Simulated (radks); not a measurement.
# The Coulomb parameter U of the 3d shell of Cu³⁺

Aim: U as the second difference [E(n + 1) + E(n − 1) − 2E(n)]/1², with all orbitals relaxed. Bare: the atom's charge changes with n. Screened: the 4s shell takes up the change. The start is a model configuration, not necessarily the ground state.

Program: radks (a radial shooting solver on a logarithmic mesh, Libxc functionals) version 1. Level of theory: scalar-relativistic Kohn-Sham, PBE, spin-unpolarised, spherical densities, finite nucleus. These are calculated values, not measurements, unless marked.

**1. The system**

```
element            : copper (Z = 29)
charge             : +3
electrons          : 26
configuration      : [Ar] 3d7 4s1
nuclear rms radius : 3.8823 fm
```

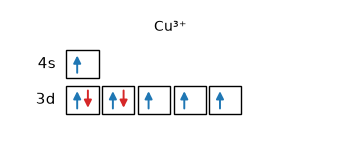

Occupation of the outer shells (arrows by Hund's rule).

In the logs a row gives level, spin channel, occupation and eigenvalue; Etot, Ekin, Encl (electron-nucleus), Eh (Hartree) and Exc are energies, all in hartree; err is the last residual, it the number of iterations.

**2. Start: [Ar] 3d7 4s1**

Settings of this run:

```text
Z 29
configuration [Ar] 3d7 4s1
relativity scalar-relativistic
functional pbe,pbe
spin unpolarised
nucleus finite rms 3.8823 fm
c 137.035999084
```

What it wrote:

```text
1s      1   2.0000        -327.34612640
2s      1   2.0000         -41.18396472
2p      1   6.0000         -35.83145943
3s      1   2.0000          -6.23697633
3p      1   6.0000          -4.65237998
3d      1   7.0000          -2.09791925
4s      1   1.0000          -1.37019208
Etot -1651.6990722655119
Ekin 1676.4446198706942
Encl -3925.26895077279
Eh 662.8424738832443
Exc -65.71721524666027
err 3.524994634279267e-09
it 15
```

4s is the highest filled level (-37.285 eV).

Radial moments (bohr):

| level | occupation | energy (eV) | <r> | outermost maximum (interpolated) | 90 % within | nodes |
| --- | --- | --- | --- | --- | --- | --- |
| 1s | 2 | -8907.5 | 0.05214 | 0.0341 | 0.0931 | 0 |
| 2s | 2 | -1120.7 | 0.2352 | 0.197 | 0.364 | 1 |
| 2p | 6 | -975.02 | 0.2065 | 0.158 | 0.338 | 0 |
| 3s | 2 | -169.72 | 0.6997 | 0.610 | 1.04 | 2 |
| 3p | 6 | -126.60 | 0.7273 | 0.614 | 1.12 | 1 |
| 3d | 7 | -57.087 | 0.8158 | 0.578 | 1.37 | 0 |
| 4s | 1 | -37.285 | 2.000 | 1.77 | 2.92 | 3 |

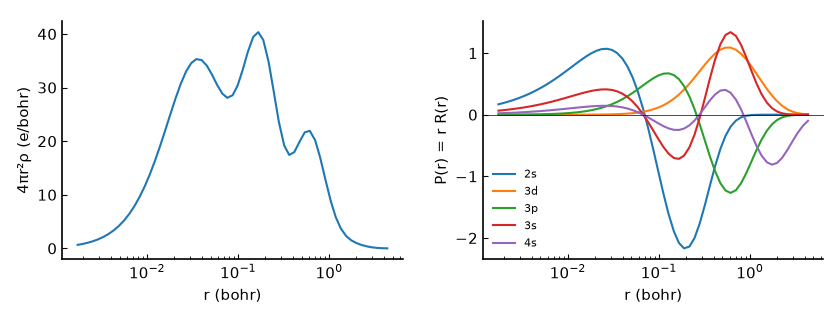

Radial density (left) and radial functions of outer levels (right).

**3. Bare +1: [Ar] 3d8 4s1**

Input: that of step 2 with these lines changed.

```diff
@@ -1,3 +1,3 @@
 Z 29
-configuration [Ar] 3d7 4s1
+configuration [Ar] 3d8 4s1
 relativity scalar-relativistic
```

What it wrote:

```text
1s      1   2.0000        -326.51066280
2s      1   2.0000         -40.32001666
2p      1   6.0000         -34.96982356
3s      1   2.0000          -5.44093646
3p      1   6.0000          -3.86554747
3d      1   8.0000          -1.34048203
4s      1   1.0000          -0.90520140
Etot -1653.4097795999296
Ekin 1678.097705069142
Encl -3949.136622261168
Eh 684.1027811722508
Exc -66.47364358015443
err 1.503564192149214e-09
it 16
```

E − E(step 2, start: [Ar] 3d7 4s1) = -46.551 eV. 4s is the highest filled level (-24.632 eV).

**4. Bare -1: [Ar] 3d6 4s1**

Input: that of step 3 with these lines changed.

```diff
@@ -1,3 +1,3 @@
 Z 29
-configuration [Ar] 3d8 4s1
+configuration [Ar] 3d6 4s1
 relativity scalar-relativistic
```

What it wrote:

```text
1s      1   2.0000        -328.30039833
2s      1   2.0000         -42.17167685
2p      1   6.0000         -36.81694395
3s      1   2.0000          -7.12214862
3p      1   6.0000          -5.52718726
3d      1   6.0000          -2.94881180
4s      1   1.0000          -1.88614649
Etot -1649.1832253609928
Ekin 1673.9931158472364
Encl -3898.0414929579465
Eh 639.707938927974
Exc -64.84278717825671
err 5.1864311092231236e-09
it 15
```

Energy against step 2 (start: [Ar] 3d7 4s1): +68.460 eV. Highest occupied level: 4s at -51.325 eV.

**5. Screened +1: [Ar] 3d8**

Input: that of step 4 with these lines changed.

```diff
@@ -1,3 +1,3 @@
 Z 29
-configuration [Ar] 3d6 4s1
+configuration [Ar] 3d8
 relativity scalar-relativistic
```

What it wrote:

```text
1s      1   2.0000        -326.98606202
2s      1   2.0000         -40.78243967
2p      1   6.0000         -35.43332950
3s      1   2.0000          -5.90517254
3p      1   6.0000          -4.32925274
3d      1   8.0000          -1.79749152
Etot -1652.3244891475777
Ekin 1677.012469384978
Encl -3934.9563833408274
Eh 671.8223663843376
Exc -66.20294157606585
err 1.1638481824369424e-09
it 16
```

E − E(step 2, start: [Ar] 3d7 4s1) = -17.018 eV. 3d is the highest filled level (-48.912 eV).

**6. Screened -1: [Ar] 3d6 4s2**

Input: that of step 5 with these lines changed.

```diff
@@ -1,3 +1,3 @@
 Z 29
-configuration [Ar] 3d8
+configuration [Ar] 3d6 4s2
 relativity scalar-relativistic
```

What it wrote:

```text
1s      1   2.0000        -327.74668804
2s      1   2.0000         -41.63215969
2p      1   6.0000         -36.27611191
3s      1   2.0000          -6.59220110
3p      1   6.0000          -4.99845104
3d      1   6.0000          -2.42560722
4s      1   2.0000          -1.47259635
Etot -1650.8609180212334
Ekin 1675.665166142443
Encl -3914.560459148515
Eh 653.2423685496647
Exc -65.20799356482615
err 4.852672576098533e-09
it 15
```

Energy against step 2 (start: [Ar] 3d7 4s1): +22.807 eV. The top filled level is 4s, -40.071 eV.

**7. Summary of results**

| quantity | value (eV) |
| --- | --- |
| U, bare | 21.909 |
| U, screened by 4s | 5.789 |
| F0(3d,3d), frozen orbitals | 30.738 |

Relaxing the orbitals brings U down to 71 % of the Slater integral F0. Letting 4s compensate leaves 26 % of the bare value; this second difference measures U(3d,3d) + U(4s,4s) − 2U(3d,4s). A solid screens further than the bare atom, so the bare value is an upper guide for the U of a crystal.
